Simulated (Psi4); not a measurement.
# BCl2F (SMILES FB(Cl)Cl) at HF/3-21G (sweep point 2)

What is the energy change on altering one bond length of BCl2F at HF/3-21G (sweep point 2)? Input form: a Python script.

Program for the calculation: Psi4 1.11.

### Step 1. The structure to begin with

The species is BCl2F (4 atoms), meant as a singlet with charge 0. SMILES: `FB(Cl)Cl`. The shape is that of a GFN2-xTB optimisation.

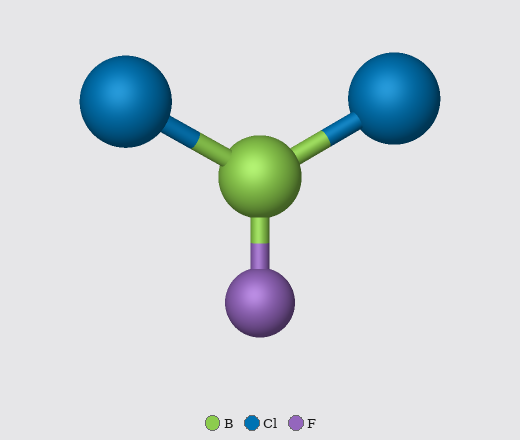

Viewed from a chosen angle; boron green, chlorine blue, fluorine purple.

### Step 2. A single-point energy at HF/3-21G (sweep point 2)

job.py

```python
import psi4

psi4.set_memory('1600 MB')
psi4.set_num_threads(1)
psi4.core.set_output_file('psi4.out', False)

molecule = psi4.geometry("""
B     -0.07158283    -0.11944959    -0.00090707
Cl     3.15880950    -0.27710944     0.02598373
Cl    -1.72764431     2.65909032    -0.03210645
F     -1.35958236    -2.26253129     0.00702978
units bohr
symmetry c1
""")

psi4.set_options({
    'basis': '3-21G',
    'puream': True,
    'scf_type': 'pk',
})

result, w = psi4.energy('hf', return_wfn=True)
print(f'total energy {result:.8f} hartree = {result * 27.211386:.5f} eV')
for k, v in sorted(psi4.core.scalar_variables().items()):
    print(f'{k:45s} {v:18.10f}')
```

Started as:

```
$ python job.py
```

psi4.out, shortened:

```text
[...]
  Running in c1 symmetry.
[...]
  Nuclear repulsion =  183.247378516844009
[...]
  Multiplicity = 1
[...]
  Nalpha       = 24
  Nbeta        = 24
[...]
    Number of basis functions: 44
[...]
   @RHF iter   1: -1038.11487995672519   -2.09234e-01   7.44852e-03 DIIS/ADIIS
[...]
   @RHF iter   8: -1038.17362530029686   -4.90377e-09   2.74769e-07 DIIS
[...]
    Orbital Energies [Eh]
    ---------------------
    Doubly Occupied:
       1A   -104.141939     2A   -104.141703     3A    -26.237986
       4A    -10.540952     5A    -10.540210     6A     -8.003740
       7A     -8.003608     8A     -7.999734     9A     -7.999684
      10A     -7.999348    11A     -7.999216    12A     -7.776790
      13A     -1.665824    14A     -1.197386    15A     -1.154920
      16A     -0.810581    17A     -0.739748    18A     -0.720780
      19A     -0.675517    20A     -0.571341    21A     -0.541844
      22A     -0.525238    23A     -0.498745    24A     -0.486830
[...]
  @RHF Final Energy: -1038.17362530029686
   => Energetics <=
    Nuclear Repulsion Energy =            183.2473785168440088
    One-Electron Energy =               -1800.8946910041249794
    Two-Electron Energy =                 579.4736871869841934
    Total Energy =                      -1038.1736253002968624
[...]
 Multipole Moments:
 ------------------------------------------------------------------------------------
     Multipole            Electronic (a.u.)      Nuclear  (a.u.)        Total (a.u.)
 ------------------------------------------------------------------------------------
 L = 1.  Multiply by 2.5417464519 to convert [e a0] to [Debye]
 Dipole X            :         -0.4860826            0.4839588           -0.0021237
 Dipole Y            :         -0.8100691            0.8055345           -0.0045346
 Dipole Z            :          0.0004608           -0.0018725           -0.0014117
 Magnitude           :                                                    0.0052024
[...]
```

On the terminal:

```text
total energy -1038.17362530 hartree = -28250.14325 eV
CURRENT ENERGY                                  -1038.1736253003
CURRENT REFERENCE ENERGY                        -1038.1736253003
DD SOLVATION ENERGY                                 0.0000000000
HF KINETIC ENERGY                                1037.3118711227
HF POTENTIAL ENERGY                             -2075.4854964230
HF TOTAL ENERGY                                 -1038.1736253003
HF VIRIAL RATIO                                     2.0008307571
NUCLEAR REPULSION ENERGY                          183.2473785168
ONE-ELECTRON ENERGY                             -1800.8946910041
PCM POLARIZATION ENERGY                             0.0000000000
PE ENERGY                                           0.0000000000
SCF ITERATION ENERGY                            -1038.1736253003
SCF ITERATIONS                                      8.0000000000
SCF TOTAL ENERGY                                -1038.1736253003
TWO-ELECTRON ENERGY                               579.4736871870
```

It took 1.7 s on 1 thread of Intel Xeon Platinum 8488C (Sapphire Rapids), shared host; peak memory 0.18 GiB.

### Step 3. The distorted shape, same level

run.py

```python
import psi4

psi4.set_memory('1600 MB')
psi4.set_num_threads(1)
psi4.set_output_file('psi4.out', False)

molecule = psi4.geometry("""
0 1
B      0.25960491    -0.67511600     0.00533281
Cl     3.48999723    -0.83277585     0.03222361
Cl    -1.72764431     2.65909032    -0.03210645
F     -1.02839463    -2.81819770     0.01326966
units au
symmetry c1
""")

psi4.set_options(dict(basis='3-21G', puream=True, scf_type='pk'))

result, w = psi4.energy("scf", return_wfn=True)
print(f'scf energy: {result:.10f} Eh')
```

Started as:

```
$ python run.py
```

psi4.out, shortened:

```text
[...]
  Running in c1 symmetry.
[...]
  Nuclear repulsion =  170.913004375378364
[...]
  Multiplicity = 1
[...]
  Nalpha       = 24
  Nbeta        = 24
[...]
    Number of basis functions: 44
[...]
   @RHF iter   1: -1038.07572227322066   -5.31224e-01   8.02285e-03 DIIS/ADIIS
[...]
   @RHF iter   8: -1038.15524644551328   -2.18670e-08   8.35714e-07 DIIS
[...]
    Orbital Energies [Eh]
    ---------------------
    Doubly Occupied:
       1A   -104.163497     2A   -104.127740     3A    -26.263410
       4A    -10.561807     5A    -10.518236     6A     -8.024833
       7A     -8.020810     8A     -8.020345     9A     -7.981279
      10A     -7.978039    11A     -7.977846    12A     -7.816285
      13A     -1.686772    14A     -1.196090    15A     -1.096046
      16A     -0.829386    17A     -0.753057    18A     -0.736785
      19A     -0.664584    20A     -0.551320    21A     -0.540447
      22A     -0.507698    23A     -0.479560    24A     -0.475276
[...]
  @RHF Final Energy: -1038.15524644551328
   => Energetics <=
    Nuclear Repulsion Energy =            170.9130043753783639
    One-Electron Energy =               -1776.1942202972797986
    Two-Electron Energy =                 567.1259694763882635
    Total Energy =                      -1038.1552464455132849
[...]
 Multipole Moments:
 ------------------------------------------------------------------------------------
     Multipole            Electronic (a.u.)      Nuclear  (a.u.)        Total (a.u.)
 ------------------------------------------------------------------------------------
 L = 1.  Multiply by 2.5417464519 to convert [e a0] to [Debye]
 Dipole X            :         -0.0853992            0.4158059            0.3304067
 Dipole Y            :         -1.3958850            0.9198814           -0.4760036
 Dipole Z            :          0.0075427           -0.0031566            0.0043862
 Magnitude           :                                                    0.5794542
[...]
```

The script printed:

```text
scf energy: -1038.1552464455 Eh
```

Wall time 1.7 s (1 thread of Intel Xeon Platinum 8488C (Sapphire Rapids), shared host); peak memory 0.18 GiB.

### Step 4. What came out

At HF/3-21G (sweep point 2):

| quantity | value |
| --- | --- |
| first shape: total energy | -1038.17363 Eh |
| first shape: dipole moment | 0.01 D |
| first shape: HOMO energy | -13.25 eV |
| first shape: LUMO energy | 2.74 eV |
| first shape: HOMO–LUMO gap | 15.99 eV |
| distorted shape: total energy | -1038.15525 Eh |
| distorted shape: dipole moment | 1.47 D |
| distorted shape: HOMO energy | -12.93 eV |
| distorted shape: LUMO energy | 2.01 eV |
| distorted shape: HOMO–LUMO gap | 14.94 eV |
| energy change with the B1–Cl3 bond stretched from 1.712 to 2.054 Å | 0.500 eV |

**Reading.** With the B1–Cl3 bond stretched from 1.712 to 2.054 Å the energy rises by 0.50 eV (48.3 kJ/mol). The first shape isn't relaxed at this level, so the change isn't measured from a minimum.
